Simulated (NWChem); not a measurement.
# One shape, several levels: RbCl (SMILES [Cl][Rb])

Wanted: a comparison of 4 runs (PBE/def2-TZVPP, PBE0/def2-TZVPP, r2SCAN/def2-TZVPP, MP2/3-21G) of RbCl. 

Program for the calculation: NWChem 7.3.0.

8 further runs of the same task are left out: 4 that didn't finish, 4 set aside as unsound or not needed.

## 1. The structure to begin with

RbCl has 2 atoms, charge 0, and is taken as a singlet. SMILES: `[Cl][Rb]`. The shape is that of a PBE0-D4/def2-TZVP optimisation.

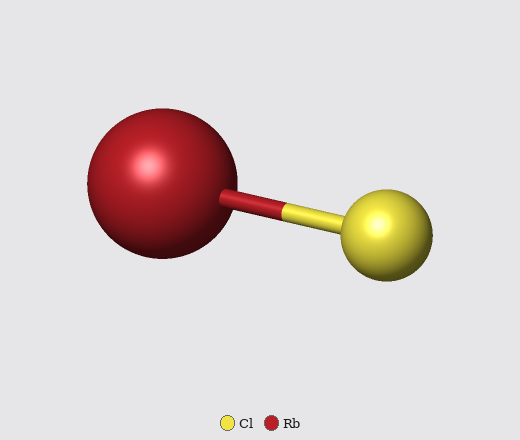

Viewed from a chosen angle; chlorine yellow, rubidium red.

## 2. Energy and gradient at PBE/def2-TZVPP (core potential) (run 1)

File clrb.xyz:

```xyz
2

Cl     0.000000     0.000000    -0.064480
Rb     0.000000     0.000000     2.779300
```

File run.py:

```python
from ase.io import read
from ase.calculators.nwchem import NWChem

molecule = read('clrb.xyz')

calc = NWChem(
    label='clrb',
    theory='dft',
    memory='2200 mb',
    basis='def2-TZVPP',
    basispar='spherical bse',
    dft={'xc': 'xpbe96 cpbe96', 'mult': '1', 'grid': 'xfine', 'convergence': 'energy 1e-08', 'iterations': '100', 'mulliken': None},
    **{'ecp bse': {'Rb library': 'def2-TZVPP'}},
)
molecule.calc = calc

forces = molecule.get_forces()
e = molecule.get_potential_energy()
print(f"E = {e:.6f} eV")
print("forces (eV/A):")
for s, f in zip(molecule.symbols, forces):
    print(f"{s:2s} {f[0]:10.5f} {f[1]:10.5f} {f[2]:10.5f}")
print("dipole (e A):", molecule.get_dipole_moment().round(4))
```

Run with:

```sh
$ export ASE_NWCHEM_COMMAND="nwchem PREFIX.nwi > PREFIX.nwo"
$ python run.py
```

The program printed:

```text
E = -13175.570840 eV
forces (eV/A):
Cl   -0.00000   -0.00000   -0.01733
Rb    0.00000    0.00000    0.01733
dipole (e A): [ 0.     -0.      2.1719]
```

The calculator wrote clrb.nwi:

```
title "clrb"

permanent_dir clrb

scratch_dir clrb

start clrb

geometry units angstrom nocenter noautosym noautoz
  Cl 0.0000000000000000e+00 0.0000000000000000e+00 -6.4479999999999996e-02
  Rb 0.0000000000000000e+00 0.0000000000000000e+00 2.7793000000000001e+00
end

memory 2200 mb

basis spherical bse noprint
   * library def2-TZVPP
end

dft
  xc xpbe96 cpbe96
  mult 1
  grid xfine
  convergence energy 1e-08
  iterations 100
  mulliken
end
ecp bse
  Rb library def2-TZVPP
end

task dft gradient
```

clrb.nwo:

```text
Northwest Computational Chemistry Package (NWChem) 7.3.0
             --------------------------------------------------------

           Job information
           ---------------

    nwchem branch   = 7.3.0
    use scalapack   = T
    input           = clrb.nwi
    prefix          = clrb.
    data base       = clrb/clrb.db
    status          = startup
    nproc           =        1

           Memory information
           ------------------

    heap     =     72089600 doubles =      550.0 Mbytes
    stack    =     72089597 doubles =      550.0 Mbytes
    global   =    144179200 doubles =     1100.0 Mbytes (distinct from heap & stack)
    total    =    288358397 doubles =     2200.0 Mbytes
    verify   = yes
    hardfail = no

           Directory information
           ---------------------

  0 permanent = clrb
  0 scratch   = clrb

                                NWChem Input Module
                                -------------------

                                       clrb
                                       ----

[... 66 lines left out ...]
  convergence criterion.
[... 17 lines left out ...]
          Convergence on gradient requested:  5.00D-04
[... 22 lines left out ...]
          Convergence aids based upon iterative change in
[... 28 lines left out ...]
 1-e energy   =    -730.927515
[... 47 lines left out ...]
         Total DFT energy =     -484.193301592382
[... 2 lines left out ...]
    Exchange-Corr. energy =      -31.873792970367
[... 638 lines left out ...]
          Convergence on energy requested:  1.00D-08
[... 20 lines left out ...]
          Spatial weights used:  Erf1
[... 4 lines left out ...]
          total energy or number of iterations.
[... 10 lines left out ...]
      Screening Tolerance Information
      -------------------------------
          Density screening/tol_rho:  1.00D-11
          AO Gaussian exp screening on grid/accAOfunc:  18
          CD Gaussian exp screening on grid/accCDfunc:  20
          XC Gaussian exp screening on grid/accXCfunc:  20
          Schwarz screening/accCoul:  1.00D-09

                            NWChem DFT Gradient Module
                            --------------------------

                                       clrb

  charge          =   0.00
  wavefunction    = closed shell

                         DFT ENERGY GRADIENTS

    atom               coordinates                        gradient
                 x          y          z           x          y          z
   1 Cl      0.000000   0.000000  -0.121850    0.000000   0.000000   0.000337
   2 Rb      0.000000   0.000000   5.252115   -0.000000  -0.000000  -0.000337

                 ----------------------------------------
                 |  Time  |  1-e(secs)   |  2-e(secs)   |
                 ----------------------------------------
                 |  CPU   |       0.05   |       4.41   |
                 ----------------------------------------
                 |  WALL  |       0.05   |       4.41   |
                 ----------------------------------------

 Task  times  cpu:       26.9s     wall:       26.9s
 Total times  cpu:       27.0s     wall:       27.0s
```

It took 29 s on 1 thread of Intel Xeon Platinum 8259CL at 2.50GHz (Skylake/Cascade Lake), shared host; peak memory 0.13 GiB.

## 3. Energy and forces at PBE0/def2-TZVPP (core potential) (run 2)

File nw.nw:

```
start nw
memory stack 880 mb heap 220 mb global 1100 mb
charge 0

geometry noautosym nocenter noautoz
  Cl       0.000000       0.000000      -0.064480
  Rb       0.000000       0.000000       2.779300
end

basis "ao basis" spherical bse
  * library def2-TZVPP
end

ecp bse
  Rb library def2-TZVPP
end

dft
  xc pbe0
  grid xfine
  convergence energy 1e-08
  iterations 100
  mulliken
end

task dft gradient
```

Run with:

```sh
$ nwchem nw.nw > nw.out
```

The program printed:

```text
[...]
          Wavefunction type:  closed shell.
          No. of atoms     :     2
          No. of electrons :    26
[...]
          Charge           :     0
          Spin multiplicity:     1
[...]
          AO basis - number of functions:    82
[...]
              XC Information
              --------------
                         PBE0 Method XC Functional
                     Hartree-Fock (Exact) Exchange  0.250
          PerdewBurkeErnzerhof Exchange Functional  0.750
            Perdew 1991 LDA Correlation Functional  1.000 local
           PerdewBurkeErnz. Correlation Functional  1.000 non-local
[...]
 d= 0,ls=0.0,diis     1   -484.1892459142 -5.13D+02  1.24D-02  5.26D-01     2.9
[...]
 d= 0,ls=0.0,diis     8   -484.2315253077 -3.15D-09  3.89D-07  9.16D-10    16.9
         Total DFT energy =     -484.231525307728
      One electron energy =     -734.601944310804
           Coulomb energy =      253.828415598703
    Exchange-Corr. energy =      -31.928595269559
 Nuclear repulsion energy =       28.470598673932
[...]
      Total Density - Mulliken Population Analysis
     ---------------------------------------------
    Atom       Charge   Shell Charges
 -----------   ------   -------------------------------------------------------
    1 Cl  17    17.74   2.01  0.43  1.52  1.09  0.91  4.19  1.67  1.13  2.78  2.00  0.00  0.00  0.01  0.00
    2 Rb   9     8.26   0.03 -0.30  1.48  0.79  0.08 -0.02  4.83  1.14  0.07  0.01  0.05  0.08  0.01  0.00
[...]
  wavefunction    = closed shell
                         DFT ENERGY GRADIENTS
    atom               coordinates                        gradient
                 x          y          z           x          y          z
   1 Cl      0.000000   0.000000  -0.121850    0.000000   0.000000  -0.000407
   2 Rb      0.000000   0.000000   5.252115   -0.000000  -0.000000   0.000407
[...]
```

Run time: 23 s. Hardware: 1 thread of Intel Xeon Platinum 8259CL at 2.50GHz (Skylake/Cascade Lake), shared host; peak memory 0.13 GiB.

Run 3 isn't shown in full; the table further down has it.

## 4. Energy and gradient at MP2/3-21G (run 4)

File mymol.nw:

```
start mymol
title "ClRb gradient"
memory 2200 mb

geometry units angstroms noautosym nocenter noautoz
   Cl    0.000000    0.000000   -0.064480
   Rb    0.000000    0.000000    2.779300
end

basis spherical bse
   * library 3-21G
end

scf
   thresh 1e-08
   maxiter 80
   noprint "final vectors analysis"
end

mp2
   freeze core 19
   tight
end

task mp2 gradient
```

Run with:

```sh
$ nwchem mymol.nw > mymol.out
```

The program printed:

```text
[...]
  functions       =    39
[...]
  wavefunction    = RHF
[...]
         Total SCF energy =  -3382.089927148946
      One-electron energy =  -4935.116412904112
      Two-electron energy =   1435.980691206779
 Nuclear repulsion energy =    117.045794548386
        Time for solution =      3.1s
[...]
          Total MP2 energy         -3382.135653844914
[...]
                         mp2 ENERGY GRADIENTS
    atom               coordinates                        gradient
                 x          y          z           x          y          z
   1 Cl      0.000000   0.000000  -0.121850    0.000000  -0.000000   0.014553
   2 Rb      0.000000   0.000000   5.252115   -0.000000   0.000000  -0.014553
[...]
```

Run time: 9 s. Hardware: 1 thread of Intel Xeon Platinum 8259CL at 2.50GHz (Skylake/Cascade Lake), shared host; peak memory 0.1 GiB.

## 5. Overview of the runs

```
run                               level  core potential  integration grid   energy (Eh)  dipole moment (D)  HOMO energy (eV)  LUMO energy (eV)  wall time
  1     PBE/def2-TZVPP (core potential)      def2-TZVPP             xfine   -484.193302              10.43             -4.59             -1.89       29 s
  2    PBE0/def2-TZVPP (core potential)      def2-TZVPP             xfine   -484.231525              10.82             -5.84             -1.38       23 s
  3  r2SCAN/def2-TZVPP (core potential)      def2-TZVPP             xfine   -484.370137              10.90             -4.80             -1.16       33 s
  4                           MP2/3-21G               –                 –  -3382.135654              12.64                 –                 –        9 s
```

## 6. Summary of results

| quantity | value |
| --- | --- |
| run 4: total energy | -3382.13565 Eh |
| run 4: dipole moment (of the density that the program reports) | 12.64 D |
| run 4: correlation energy (19 core orbitals frozen) | -45.7 mEh |
| run 4: largest force on an atom | 0.748 eV/Å |

The dipole moment (its size) runs from 10.43 D (PBE/def2-TZVPP) to 12.64 D (MP2/3-21G). The two ends differ in method and basis and core potential. Over runs 1, 2, 3 the HOMO–LUMO gap runs from 2.71 eV (PBE/def2-TZVPP) to 4.46 eV (PBE0/def2-TZVPP). Totals of different functionals can't be ranked against each other. Some runs of one species differ in core potentials or relativity; totals across that change don't compare. In run 4 relativity is left out where basis or elements ask for it. All runs together took 93 s, the longest 33 s.
